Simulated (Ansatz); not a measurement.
```xyz
5

Br   -0.3904    1.6289    3.7141
Cl    1.2839   -2.7243    1.0683
Si    0.7060   -0.8826    1.8372
Si   -0.1371   -0.6620    4.0043
H     0.9433    0.1334    0.7718
```

Geometry: B3LYP/6-31G*.

Level of theory: Ansatz, isolated molecule in a Gaussian basis; Kohn-Sham density functional theory, functional PBE0.

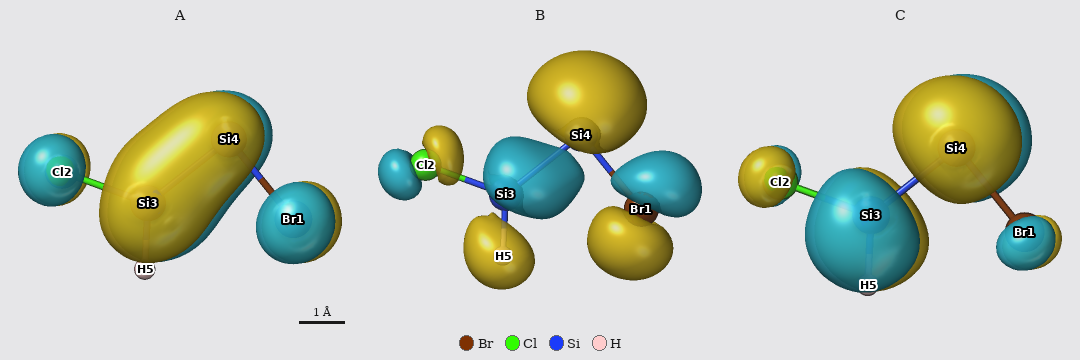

BrClHSi2 (SMILES Cl/[SiH]=[Si]/Br) (doublet). Three frontier orbitals at ±0.08 Å⁻³ᐟ² (yellow and cyan are the two phases), in no order.

> Order the three orbitals by energy and name them. All are α orbitals.

B is the HOMO−1 (α) (−7.19 eV). It lies mainly on Si4 (about 45 %), Br1 (about 25 %) and Si3 (about 20 %); it is symmetric in the molecular plane (an in-plane orbital: σ, lone-pair or in-plane π type). A is the HOMO (α) (−6.39 eV). It lies mainly on Si3 (about 45 %), Si4 (about 30 %), Br1 (about 15 %) and Cl2 (about 10 %); it changes sign across the molecular plane (π type); π-bonding across Si3–Si4; π-antibonding (a node) across Br1–Si4. C is the LUMO (α) (−2.66 eV). It lies mainly on Si4 (about 50 %), Si3 (about 35 %) and Br1 (about 5 %); it changes sign across the molecular plane (π type); π-antibonding (a node) across Si3–Si4.

> What is the gap between the highest occupied and lowest empty α orbitals?

3.73 eV between the orbital energies.
